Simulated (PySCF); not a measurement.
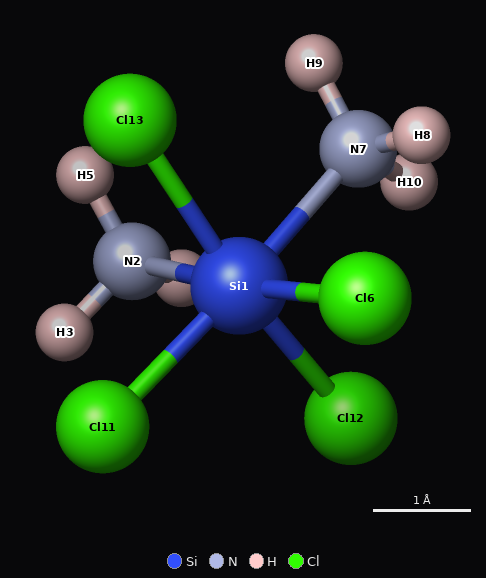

Figure 1. The input geometry of run A (ball-and-stick view, seen at a tilt; atoms are numbered from 1 in the order of the input). Bond lengths as drawn: Cl–Si 2.13 to 2.20 Å, H–N 1.02 Å and N–Si 2.03 Å.

# What a change does: NMR shielding calculation on SiN₂H₆Cl₄

System: SiN₂H₆Cl₄ (cis-Si(NH3)2Cl4).
Method of run A: GIAO wB97X-D/pcSseg-1 NMR shielding, non-relativistic, gas phase (PySCF 2.14.0).

The geometry comes from this level: PBE0-D3(BJ)/def2-SVP. Text and figures count atoms from 1; the logs count them from 0 in places.

## The input, run A
```
{"job": {"kind": "nmr", "xc": "wB97X-D", "basis": "pcSseg-1", "pop": false}, "charge": 0, "multiplicity": 1}
Si    -0.581655     0.003695    -0.594426
N     -0.538752    -0.017750     1.437386
H     -1.531381     0.087981     1.669109
H     -0.037773     0.772993     1.845598
H     -0.222923    -0.915479     1.810129
Cl    -0.417337     0.040664    -2.721813
N      1.449418    -0.006571    -0.510495
H      1.701461    -0.102962    -1.499003
H      1.838413    -0.806509    -0.008998
H      1.823882     0.883682    -0.175809
Cl    -2.712550     0.005135    -0.472504
Cl    -0.369214     2.179070    -0.341654
Cl    -0.370949    -2.176039    -0.415320
```

The first line tells a small driver script what to run in PySCF; the rest is the geometry in Å.

Command:
```bash
OMP_NUM_THREADS=1 python <driver script> task.json out
```

Hardware: 1 CPU thread, shared host.

## Output (run A)
```
coarse grid: 13968 points
cycle   1  E = -2243.3006166681  dE =  6.426e-01  |g| = 6.194e-01  |ddm| = 3.150e+00
cycle   2  E = -2243.3539008422  dE = -5.328e-02  |g| = 5.622e-01  |ddm| = 1.496e+00
cycle   3  E = -2243.4236440420  dE = -6.974e-02  |g| = 6.490e-02  |ddm| = 6.719e-01
cycle   4  E = -2243.4245403852  dE = -8.963e-04  |g| = 2.609e-02  |ddm| = 8.896e-02
cycle   5  E = -2243.4246889989  dE = -1.486e-04  |g| = 6.143e-03  |ddm| = 3.054e-02
cycle   6  E = -2243.4246985080  dE = -9.509e-06  |g| = 2.573e-03  |ddm| = 9.015e-03
final grid: 113128 points
cycle   7  E = -2243.4762026386  dE = -1.672e-04  |g| = 1.089e-02  |ddm| = 4.041e-02
cycle   8  E = -2243.4762063229  dE = -3.684e-06  |g| = 1.102e-02  |ddm| = 1.977e-02
cycle   9  E = -2243.4762294902  dE = -2.317e-05  |g| = 7.758e-04  |ddm| = 7.878e-03
cycle  10  E = -2243.4762296357  dE = -1.455e-07  |g| = 3.008e-04  |ddm| = 1.225e-03
cycle  11  E = -2243.4762296582  dE = -2.255e-08  |g| = 5.727e-05  |ddm| = 3.447e-04
cycle  12  E = -2243.4762296601  dE = -1.905e-09  |g| = 3.739e-05  |ddm| = 1.841e-04
cycle  13  E = -2243.4762296605  dE = -3.902e-10  |g| = 4.459e-06  |ddm| = 5.176e-05
converged SCF energy = -2243.4762296605

GIAO shielding tensors (ppm)
atom      isotropic    diamagn.    paramagn.     s11        s22        s33       span
  0 Si     512.879     860.978    -348.099    498.315    519.130    521.191     22.875
  1 N      162.712     321.147    -158.436    119.926    147.504    220.706    100.780
  2 H       26.805      29.415      -2.610     21.285     27.545     31.584     10.299
  3 H       28.283      30.754      -2.471     23.023     27.041     34.784     11.761
  4 H       28.070      30.520      -2.450     22.370     27.315     34.525     12.155
  5 Cl     659.213    1146.750    -487.537    481.944    498.644    997.050    515.106
  6 N      162.745     321.148    -158.403    119.890    147.702    220.642    100.752
  7 H       26.822      29.415      -2.593     21.318     27.555     31.591     10.272
  8 H       28.312      30.747      -2.434     23.091     26.996     34.851     11.760
  9 H       28.036      30.526      -2.490     22.303     27.359     34.446     12.143
 10 Cl     659.035    1146.753    -487.718    481.639    498.408    997.058    515.419
 11 Cl     687.056    1148.530    -461.474    509.833    542.298   1009.036    499.202
 12 Cl     688.852    1148.492    -459.640    512.853    544.574   1009.127    496.274
```

For run B the input was changed thus:
```diff
-"xc": "wB97X-D"
+"xc": "PBE0"
-"pop": false
```

Predict how the results change.

The total energies belong to different methods, so their difference says nothing on which is more stable or more accurate. The HOMO goes from −9.84 to −7.92 eV. The LUMO goes from 1.37 to −0.38 eV. The dipole moment goes from 9.27 to 9.13 D. Of all shieldings, the largest change is that of Cl6 and Cl11, by −9.7 ppm. The functional changes from wB97X-D to PBE0. The SCF takes 14 iterations against 13.

## Output (run B)
```
coarse grid: 13968 points
cycle   1  E = -2242.5434449045  dE =  5.793e-01  |g| = 5.765e-01  |ddm| = 3.211e+00
cycle   2  E = -2242.5282379976  dE =  1.521e-02  |g| = 6.892e-01  |ddm| = 1.619e+00
cycle   3  E = -2242.6405903537  dE = -1.124e-01  |g| = 1.038e-01  |ddm| = 8.988e-01
cycle   4  E = -2242.6429330618  dE = -2.343e-03  |g| = 3.477e-02  |ddm| = 1.568e-01
cycle   5  E = -2242.6431954782  dE = -2.624e-04  |g| = 7.698e-03  |ddm| = 4.033e-02
cycle   6  E = -2242.6432070315  dE = -1.155e-05  |g| = 2.652e-03  |ddm| = 8.262e-03
cycle   7  E = -2242.6432084670  dE = -1.436e-06  |g| = 2.670e-04  |ddm| = 2.185e-03
final grid: 113128 points
cycle   8  E = -2242.6699444016  dE = -4.636e-05  |g| = 8.613e-03  |ddm| = 2.029e-02
cycle   9  E = -2242.6699375115  dE =  6.890e-06  |g| = 9.771e-03  |ddm| = 1.389e-02
cycle  10  E = -2242.6699559323  dE = -1.842e-05  |g| = 1.477e-03  |ddm| = 8.385e-03
cycle  11  E = -2242.6699563186  dE = -3.863e-07  |g| = 2.564e-04  |ddm| = 1.628e-03
cycle  12  E = -2242.6699563338  dE = -1.526e-08  |g| = 7.279e-05  |ddm| = 3.646e-04
cycle  13  E = -2242.6699563350  dE = -1.144e-09  |g| = 2.007e-05  |ddm| = 9.717e-05
cycle  14  E = -2242.6699563351  dE = -9.732e-11  |g| = 3.039e-06  |ddm| = 2.704e-05
converged SCF energy = -2242.6699563351

GIAO shielding tensors (ppm)
atom      isotropic    diamagn.    paramagn.     s11        s22        s33       span
  0 Si     510.458     860.911    -350.453    494.824    517.869    518.683     23.859
  1 N      162.315     320.092    -157.778    118.992    146.503    221.448    102.456
  2 H       26.714      29.276      -2.562     21.197     27.462     31.482     10.285
  3 H       28.164      30.482      -2.317     22.877     26.922     34.694     11.817
  4 H       27.958      30.266      -2.308     22.229     27.208     34.436     12.207
  5 Cl     649.471    1146.495    -497.024    469.688    487.331    991.393    521.705
  6 N      162.345     320.093    -157.747    118.949    146.705    221.383    102.435
  7 H       26.731      29.277      -2.546     21.230     27.474     31.488     10.258
  8 H       28.194      30.478      -2.284     22.945     26.877     34.761     11.816
  9 H       27.924      30.268      -2.344     22.162     27.252     34.358     12.196
 10 Cl     649.288    1146.498    -497.209    469.414    487.044    991.408    521.994
 11 Cl     677.859    1148.183    -470.324    497.943    532.353   1003.280    505.338
 12 Cl     679.785    1148.149    -468.365    501.169    534.783   1003.401    502.232
```

## The two runs side by side

```csv
quantity,run A,run B
outcome,converged,converged
total energy (hartree),−2243.476230,−2242.669956
HOMO (eV),−9.84,−7.92
LUMO (eV),1.37,−0.38
dipole moment (D),9.27,9.13
shielding of Si1 (ppm),512.9,510.5
shielding of N2 (ppm),162.7,162.3
shielding of Cl6 (ppm),659.2,649.5
shielding of N7 (ppm),162.7,162.3
shielding of Cl11 (ppm),659.0,649.3
shielding of Cl12 (ppm),687.1,677.9
shielding of Cl13 (ppm),688.9,679.8
SCF iterations,13,14
basis functions,184,184
wall time (shared host),62 s,61 s
```
